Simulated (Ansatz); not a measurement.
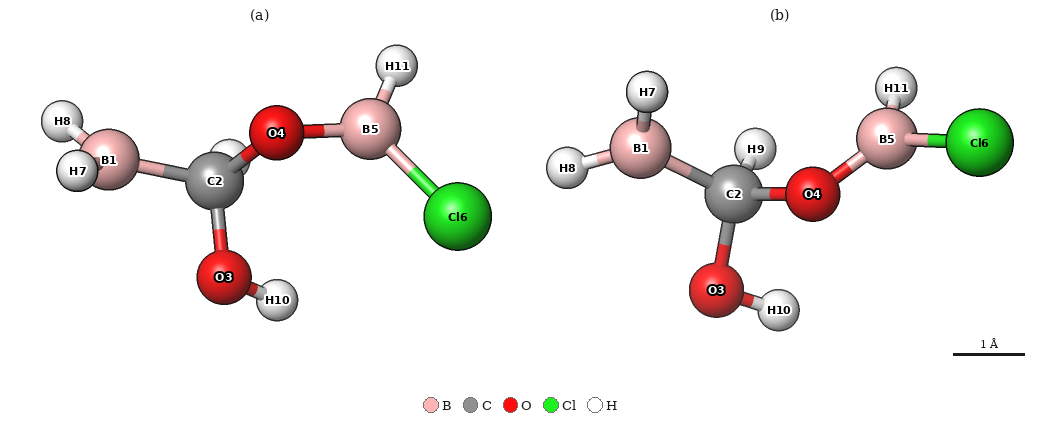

The structure of CH5B2ClO2 before (left) and after (right) a relaxation, at one scale.

A ball-and-stick model, seen face on.

The run prepares the start of a later molecular dynamics calculation, from a guessed geometry.

Method: RKS BHLYP-D4/STO-3G in Ansatz.

The input:
```yaml
crystal:
  periodic: [false, false, false]
  atoms:
    - { symbol: B, position_ang: [-1.5134, -0.9673, -0.7266] }
    - { symbol: C, position_ang: [-0.1738, -0.2716, -0.3423] }
    - { symbol: O, position_ang: [0.7167, -1.306, -0.1368] }
    - { symbol: O, position_ang: [-0.2869, 0.4872, 0.8393] }
    - { symbol: B, position_ang: [0.7606, 1.411, 1.0089] }
    - { symbol: Cl, position_ang: [2.2012, 0.9653, 2.0739] }
    - { symbol: H, position_ang: [-2.0795, -1.6549, 0.0138] }
    - { symbol: H, position_ang: [-2.0212, -0.6583, -1.7878] }
    - { symbol: H, position_ang: [0.1344, 0.3851, -1.171] }
    - { symbol: H, position_ang: [1.6464, -0.9564, -0.3487] }
    - { symbol: H, position_ang: [0.6809, 2.5089, 0.5979] }
basis:
  gaussian: { orbitals: STO-3G }
hamiltonian:
  xc: { name: BHLYP }
  dispersion: d4
relax:
  f_tol: 0.02
  max_steps: 40
scf:
  lower_state_search: "off"
```

Launched with:
```bash
ansatz run input.yaml --threads 1 --pin off --max-ram 2048MiB --backend cpu --events-out ev --progress --plain --runs-dir out
```

Question: Summarise the run.

Answer: The energy falls by 129.0 kJ/mol in 24 accepted moves (30 points after the start). The largest force component goes from 3.1 to 0.017 eV/Å. The line search rejected the trial steps at points 9, 15, 16, 20, 27, 29 of the run. The forces were under the threshold at step 26, but the run went on from there. The atom that moves furthest after the best rigid fit is Cl6 (1.34 Å). Largest moves by element: Cl 1.34 Å, H 1.32 Å, O 0.90 Å, B 0.27 Å, C 0.25 Å. Among the contacts that change: O4–B5 1.407 → 1.325 Å, C2–O4 1.409 → 1.474 Å, C2–O3 1.380 → 1.437 Å, B5–Cl6 1.846 → 1.792 Å. Bond angles that change, for instance: C2–O4–B5 113.3° → 120.1°, B1–C2–O3 104.9° → 110.7°, C2–O3–H10 107.6° → 103.4°. Groups turn about O4–B5 by about 85°, B1–C2 by about 85°, C2–O4 by about 50°. Cost: 73 s on 1 thread of Arm Neoverse V1, on a shared host, peak memory 0.14 GiB.

Limits of the set-up: STO-3G is a minimal basis, so the numbers are rough.
